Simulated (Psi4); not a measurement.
# C2H2BF+ (SMILES [CH+]=[C]BF) at UM06-2X/def2-SVPD

Aim: the vertical ionisation energy of C2H2BF+ at UM06-2X/def2-SVPD, from 2 runs. 

The calculation is run with Psi4 1.11.

## 1. The structure to begin with

C2H2BF+ has 6 atoms, charge +1, and is taken as a doublet. SMILES: `[CH+]=[C]BF`. The shape is that of a GFN2-xTB optimisation.

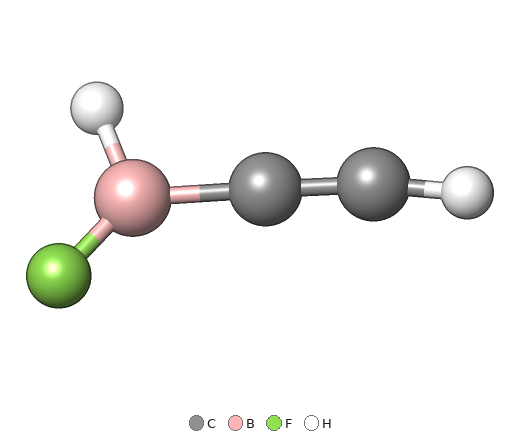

Viewed from a chosen angle; carbon grey, boron pink, fluorine green, hydrogen white.

## 2. Energy and forces at UM06-2X/def2-SVPD

Input file run.py:

```python
import psi4

psi4.set_memory(1600000000)
psi4.set_num_threads(1)
psi4.set_output_file('psi4.out', False)

m = psi4.geometry("""
1 2
C     -0.487740     0.880300    -1.230320
C     -0.112030     0.212570    -0.284970
B      0.331970    -0.634170     0.866950
F      0.028170    -1.802160     1.248600
H     -0.908920     1.338300    -2.097670
H      1.148550     0.005160     1.497400
symmetry c1
no_reorient
no_com
""")

options = {'basis': 'def2-SVPD', 'reference': 'uks', 'puream': True, 'e_convergence': 1e-09, 'd_convergence': 1e-08, 'scf_type': 'pk', 'dft_radial_points': 99, 'dft_spherical_points': 590, 'maxiter': 200}
psi4.set_options(options)

result, w = psi4.gradient('m06-2x', molecule=m, return_wfn=True)
psi4.oeprop(w, 'MAYER_INDICES', 'MULLIKEN_CHARGES', 'DIPOLE', title='M06-2X')
print('gradient / Eh bohr^-1')
print(result.np.round(6))
print(f'energy = {w.energy():.10f} Eh')
```

Started as:

```console
python run.py
```

psi4.out:

```text
[...]
  Running in c1 symmetry.
[...]
  Nuclear repulsion =   82.962162578352419
[...]
  Multiplicity = 2
[...]
  Nalpha       = 14
  Nbeta        = 13
[...]
    Number of basis functions: 99
[...]
   @UKS iter   1:  -201.37191066977903   -3.20701e-01   3.70701e-03 DIIS/ADIIS
[...]
   @UKS iter  17:  -201.45255686783696   -8.98126e-12   9.12133e-09 DIIS
[...]
   @S^2 Observed:                7.591734431E-01
[...]
    Orbital Energies [Eh]
    ---------------------
    Alpha Occupied:
       1A    -25.507103     2A    -10.924432     3A    -10.891610
       4A     -7.391200     5A     -1.591518     6A     -1.191539
       7A     -0.956373     8A     -0.897710     9A     -0.860753
      10A     -0.822066    11A     -0.795570    12A     -0.708497
      13A     -0.685706    14A     -0.654445
    Alpha Virtual:
      15A     -0.290928    16A     -0.247305    17A     -0.138173
      18A     -0.119070    19A     -0.111428    20A     -0.088286
      21A     -0.067104    22A     -0.033897    23A     -0.022359
      24A     -0.019871    25A     -0.016011    26A     -0.007385
[...]
  @UKS Final Energy:  -201.45255686783696
   => Energetics <=
    Nuclear Repulsion Energy =             82.9621625783524195
    One-Electron Energy =                -431.7561204409092852
    Two-Electron Energy =                 159.6614277950974952
    DFT Exchange-Correlation Energy =     -12.3200268003776063
    Empirical Dispersion Energy =           0.0000000000000000
    VV10 Nonlocal Energy =                  0.0000000000000000
    Total Energy =                       -201.4525568678369609
[...]
  -Total Gradient:
     Atom            X                  Y                   Z
    ------   -----------------  -----------------  -----------------
       1        0.015103914925    -0.027537130757     0.038694272884
       2       -0.008125531465     0.031476941058    -0.032369712557
       3       -0.014670070640    -0.003121486296    -0.016363611555
       4        0.010129300857     0.019125630818     0.000107749719
       5        0.003764003441    -0.010258955041     0.011780430721
       6       -0.006203348605    -0.009679738624    -0.001854415976
[...]
 Multipole Moments:
 ------------------------------------------------------------------------------------
     Multipole            Electronic (a.u.)      Nuclear  (a.u.)        Total (a.u.)
 ------------------------------------------------------------------------------------
 L = 1.  Multiply by 2.5417464519 to convert [e a0] to [Debye]
 Dipole X            :          2.4937245           -2.7318070           -0.2380825
 Dipole Y            :         22.5935736          -21.7122162            0.8813574
 Dipole Z            :        -12.0107923           11.1118542           -0.8989381
 Magnitude           :                                                    1.2812353
[...]
  Mulliken Charges: (a.u.)
   Center  Symbol    Alpha    Beta     Spin     Total
       1     C     3.46142  2.85020  0.61121 -0.31162
       2     C     2.63013  2.35489  0.27524  1.01498
       3     B     2.36251  2.38914 -0.02663  0.24835
       4     F     4.62596  4.60411  0.02185 -0.23007
       5     H     0.46884  0.49225 -0.02341  0.03891
       6     H     0.45115  0.30941  0.14174  0.23945
   Total alpha = 14.00000, Total beta = 13.00000, Total charge =  1.00000
  Mayer Bond Indices:
[...]
```

The script printed:

```text
gradient / Eh bohr^-1
[[ 0.015104 -0.027537  0.038694]
 [-0.008126  0.031477 -0.03237 ]
 [-0.01467  -0.003121 -0.016364]
 [ 0.010129  0.019126  0.000108]
 [ 0.003764 -0.010259  0.01178 ]
 [-0.006203 -0.00968  -0.001854]]
energy = -201.4525568678 Eh
```

It took 51 s on 1 thread of AMD EPYC 9R45 (Zen 5), shared host; peak memory 0.77 GiB.

## 3. Singlet [C2H2BF]2+, same level

Input file c2h2bf.json:

```json
{
  "schema_name": "qcschema_input",
  "schema_version": 1,
  "molecule": {
    "schema_name": "qcschema_molecule",
    "schema_version": 2,
    "symbols": ["C", "C", "B", "F", "H", "H"],
    "geometry": [-0.92169502, 1.66352591, -2.32496785, -0.21170602, 0.40169908, -0.53851525, 0.62733238, -1.19840762, 1.63829806, 0.05323358, -3.40558883, 2.35951204, -1.71760987, 2.52902047, -3.9640218, 2.17044494, 0.00975099, 2.8296759],
    "molecular_charge": 2,
    "molecular_multiplicity": 1,
    "fix_symmetry": "c1"
  },
  "driver": "gradient",
  "model": {
    "method": "m06-2x",
    "basis": "def2-SVPD"
  },
  "keywords": {
    "reference": "rks",
    "puream": true,
    "e_convergence": 1e-09,
    "d_convergence": 1e-08,
    "scf_type": "pk",
    "dft_radial_points": 99,
    "dft_spherical_points": 590,
    "scf_properties": ["MAYER_INDICES", "LOWDIN_CHARGES", "WIBERG_LOWDIN_INDICES"]
  }
}
```

Started as:

```console
psi4 --qcschema c2h2bf.json -n 1 --memory 1600MB
```

stdout:

```text
[...]
  Running in c1 symmetry.
[...]
  Nuclear repulsion =   82.962162612855195
[...]
  Multiplicity = 1
[...]
  Nalpha       = 13
  Nbeta        = 13
[...]
    Number of basis functions: 99
[...]
   @RKS iter   1:  -200.61627600505389    4.34933e-01   3.71812e-03 DIIS/ADIIS
[...]
   @RKS iter  13:  -200.72758965919630   -8.32756e-12   6.86095e-09 DIIS
[...]
    Orbital Energies [Eh]
    ---------------------
    Doubly Occupied:
       1A    -25.783547     2A    -11.250917     3A    -11.208150
       4A     -7.695130     5A     -1.851792     6A     -1.477532
       7A     -1.231574     8A     -1.163961     9A     -1.123313
      10A     -1.081785    11A     -1.051579    12A     -0.961383
      13A     -0.942456
[...]
  @RKS Final Energy:  -200.72758965919630
   => Energetics <=
    Nuclear Repulsion Energy =             82.9621626128551952
    One-Electron Energy =                -423.7544744079025349
    Two-Electron Energy =                 152.1910036372316881
    DFT Exchange-Correlation Energy =     -12.1262815013806549
    Empirical Dispersion Energy =           0.0000000000000000
    VV10 Nonlocal Energy =                  0.0000000000000000
    Total Energy =                       -200.7275896591962976
[...]
 Multipole Moments:
 ------------------------------------------------------------------------------------
     Multipole            Electronic (a.u.)      Nuclear  (a.u.)        Total (a.u.)
 ------------------------------------------------------------------------------------
 L = 1.  Multiply by 2.5417464519 to convert [e a0] to [Debye]
 Dipole X            :          0.3406392           -0.1196030            0.2210361
 Dipole Y            :         -0.7326980            3.5537688            2.8210708
 Dipole Z            :          0.9536872           -2.5616750           -1.6079878
 Magnitude           :                                                    3.2546769
[...]
  -Total Gradient:
     Atom            X                  Y                   Z
    ------   -----------------  -----------------  -----------------
       1        0.028598091502    -0.063247817631     0.080556235891
       2       -0.053266185224     0.057305057406    -0.108935004404
       3        0.060365352542     0.080585647094     0.024821850361
       4       -0.012391375033    -0.016576097843    -0.005365033122
       5        0.012817834034    -0.014969878287     0.026892852766
       6       -0.036116329446    -0.043080106306    -0.017978251941
[...]
```

The result, in JSON:

```text
{
 "driver": "gradient",
 "model": {
  "method": "m06-2x",
  "basis": "def2-SVPD"
 },
 "success": true,
 "return_result": [0.028598091501913614, -0.06324781763051825, 0.08055623589066259, -0.0532661852241637, 0.05730505740638615, -0.10893500440448756, 0.060365352541964096, 0.08058564709409614, 0.024821850361249898, -0.012391375033087695, -0.016576097842956855, -0.005365033122435012, 0.012817834034223395, -0.014969878287030128, 0.026892852765824815, -0.03611632944632066, -0.04308010630579794, -0.01797825194080007],
 "properties": {
  "calcinfo_nbasis": 99,
  "calcinfo_nmo": 99,
  "calcinfo_nalpha": 13,
  "calcinfo_nbeta": 13,
  "calcinfo_natom": 6,
  "nuclear_repulsion_energy": 82.9621626128552,
  "return_energy": -200.7275896591963,
  "return_gradient": [0.028598091501913614, -0.06324781763051825, 0.08055623589066259, -0.0532661852241637, 0.05730505740638615, -0.10893500440448756, 0.060365352541964096, 0.08058564709409614, 0.024821850361249898, -0.012391375033087695, -0.016576097842956855, -0.005365033122435012, 0.012817834034223395, -0.014969878287030128, 0.026892852765824815, -0.03611632944632066, -0.04308010630579794, -0.01797825194080007],
  "scf_one_electron_energy": -423.75447440790253,
  "scf_two_electron_energy": 152.1910036372317,
  "scf_xc_energy": -12.126281501380655,
  "scf_dipole_moment": [0.2210361437394539, 2.8210707674139543, -1.6079877966474019],
  "scf_total_energy": -200.7275896591963,
  "scf_total_gradient": [0.028598091501913614, -0.06324781763051825, 0.08055623589066259, -0.0532661852241637, 0.05730505740638615, -0.10893500440448756, 0.060365352541964096, 0.08058564709409614, 0.024821850361249898, -0.012391375033087695, -0.016576097842956855, -0.005365033122435012, 0.012817834034223395, -0.014969878287030128, 0.026892852765824815, -0.03611632944632066, -0.04308010630579794, -0.01797825194080007],
  "scf_iterations": 13
 }
}
```

Run time: 25 s. Hardware: 1 thread of AMD EPYC 9R45 (Zen 5), shared host; peak memory 0.77 GiB.

## 4. Results

Level: UM06-2X/def2-SVPD.

| quantity | value |
| --- | --- |
| doublet C2H2BF+: total energy | -201.45256 Eh |
| doublet C2H2BF+: HOMO energy (highest over α and β) | -17.59 eV |
| doublet C2H2BF+: LUMO energy (lowest over α and β) | -12.22 eV |
| doublet C2H2BF+: ⟨S²⟩ | 0.759 |
| doublet C2H2BF+: largest force on an atom | 2.563 eV/Å |
| singlet [C2H2BF]2+: total energy | -200.72759 Eh |
| singlet [C2H2BF]2+: HOMO energy | -25.65 eV |
| singlet [C2H2BF]2+: LUMO energy | -21.18 eV |
| singlet [C2H2BF]2+: HOMO–LUMO gap | 4.47 eV |
| singlet [C2H2BF]2+: largest force on an atom | 6.897 eV/Å |
| vertical ionisation energy (to the singlet dication) | 19.727 eV |

What this shows: The vertical ionisation energy comes to 19.73 eV (1903 kJ/mol). The largest force (doublet C2H2BF+) is 2.56 eV/Å: the shape isn't a stationary point for this species at this level. Only the singlet of the ionised species was computed; a triplet could lie lower. Mulliken charges (doublet C2H2BF+) run from -0.31 on C1 to +1.01 on C2; in a basis this large or diffuse they mean little.
